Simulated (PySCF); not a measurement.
# SO$_{2}$ (SMILES O=[S][O-]) (charge −1, doublet): what the fields show

The calculation's input:

```
{"job": {"kind": "sp", "xc": "PBE0", "basis": "ma-def2-TZVP", "d3": "d3bj", "grid": 2}, "charge": -1, "multiplicity": 2}
O     -1.272575    -0.087947     0.247727
S      0.015215     0.166020    -0.544617
O      1.303357    -0.087092     0.247431
```

Launched as:

```sh
OMP_NUM_THREADS=1 python redox_run.py task.json out
```

Geometry: PBE0-D3(BJ)/ma-def2-SVP.

The calculation used DFT single point, gas phase, functional PBE0 (PySCF 2.14.0, density-fitted response routines).

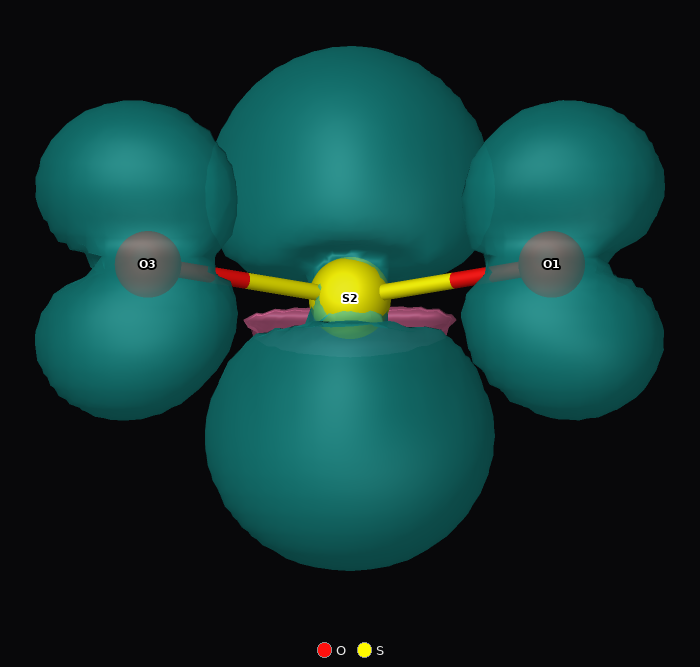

Figure 1. Isosurfaces of the spin density at +0.02 (teal) and −0.02 e/Å³ (pink), seen from one side.

Describe the spin distribution.

The unpaired spin (1 electron) lies mostly on S2 (about 0.5), O1 (about 0.2) and O3 (about 0.2), in electrons by Hirshfeld's partition.

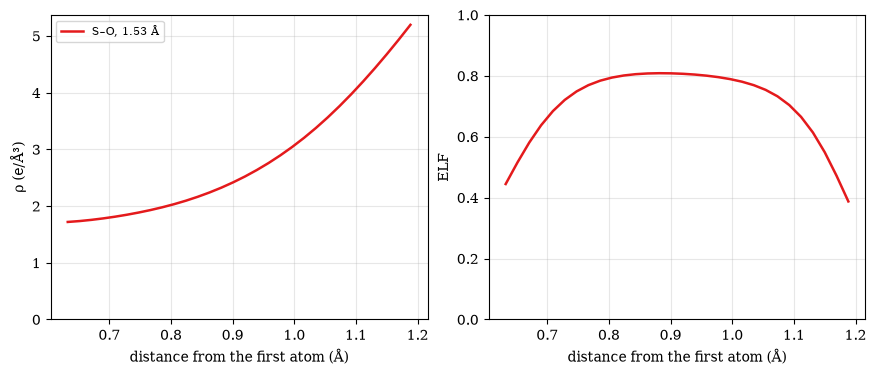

Figure 2. Total electron density and electron localisation function along straight lines between neighbouring atoms. The curves leave out the atomic cores.

What can be read from the curves?

S–O (1.53 Å): the density is about 1.9 e/Å³ at the midpoint; the ELF peaks at about 0.80 between the atoms: a polar covalent bond.
